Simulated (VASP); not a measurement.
Band structure of SiNi2 (space group P6_3/mmc). Method: LDA (Ceperley-Alder, Perdew-Zunger) with spin-orbit coupling, VASP's LDA PAW potentials (set 64) (plane waves; VASP).

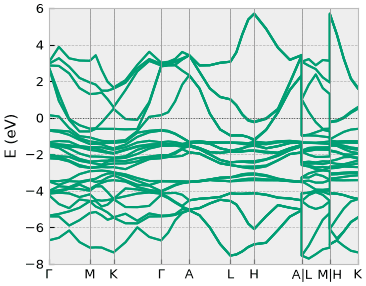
*Bands along high-symmetry lines, zero at the valence-band maximum or, without a gap, the Fermi level*

**Question.** Read the plot: is there a gap, and where are the band edges?

**Answer.** It has no gap at this level: it comes out as a metal or semimetal.

The structure comes from a computed database's SiNi2 entry (P6_3/mmc); how it stands against other phases isn't given here. It was relaxed first.
